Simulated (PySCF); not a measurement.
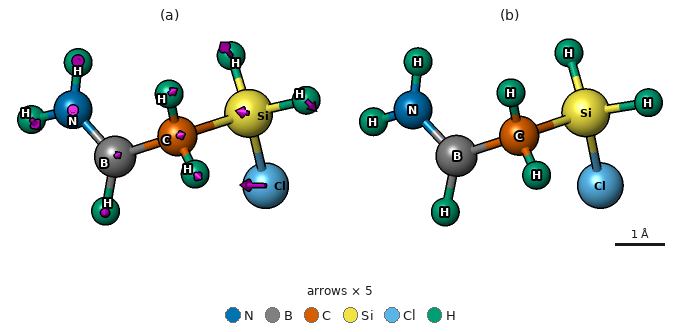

The structure of CH$_{7}$BClNSi before (left) and after (right) a relaxation, at one scale. The purple arrows give the displacements, magnified 5 times.

Style: ball-and-stick. Shown at a tilt.

The start comes from GFN2-xTB. Its atoms were then displaced at random by about 0.01 Å.

Theory: PySCF, PBE0-D3(BJ)/def2-SVP geometry optimisation, gas phase. 

**What changed between the two?**

The Cl atom moves most after the best rigid fit: 0.13 Å. By element the largest moves are Cl 0.13 Å, H 0.11 Å, Si 0.07 Å, N 0.07 Å, C 0.05 Å, B 0.04 Å. Among the contacts that change: C–Si 1.939 → 1.865 Å, Cl–Si 2.009 → 2.078 Å, H–Si 1.434 → 1.492 Å, B–H 1.178 → 1.211 Å. Bond angles that change, for instance: N–B–H 120.6° → 117.5°, N–B–C 118.4° → 121.5°, Si–C–H 105.9° → 108.1°. Over 11 geometry steps the energy falls by 5.13 kcal/mol.
